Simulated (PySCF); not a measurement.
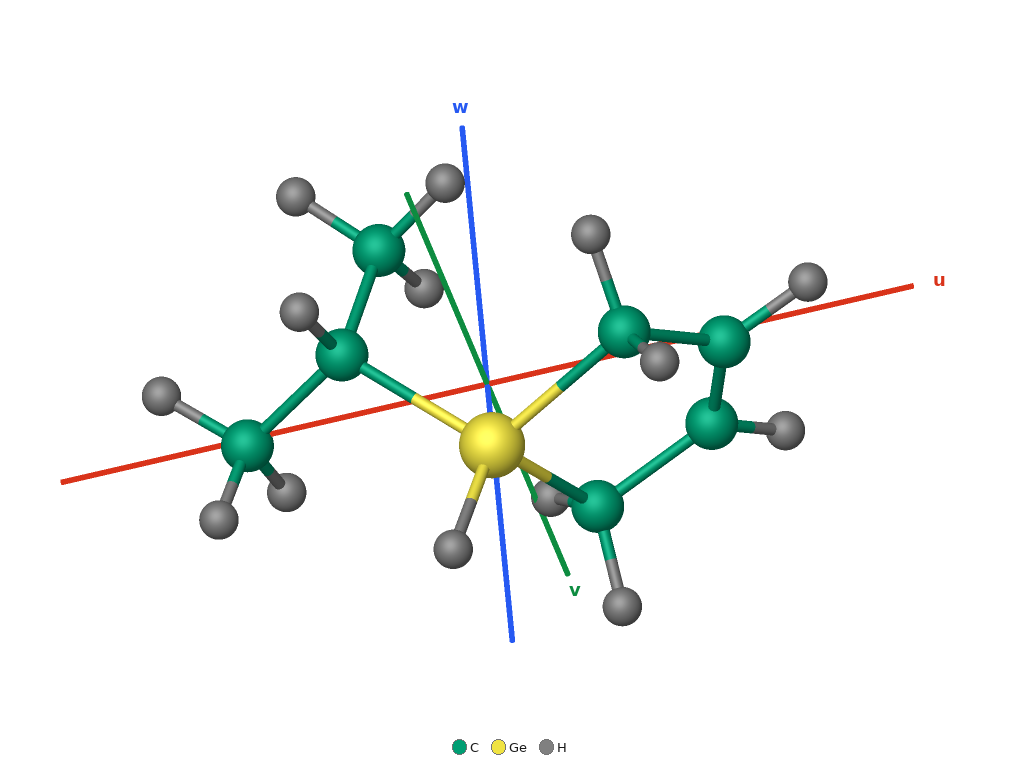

The lines u, v and w are the principal axes of the static dipole polarisability. Computed geometry: PBE0-D3(BJ)/def2-SVP optimisation. No frequency run is at hand to confirm it as a minimum. Computed with ωB97X-D/def2-SVPD (PySCF 2.14.0).

Along which axis is the molecule most polarisable, and along which least?

Most along u, least along w.

Give the three principal values.

u 122.1, v 107.7, w 99.8 bohr³; mean 109.9, anisotropy 19.5 bohr³.
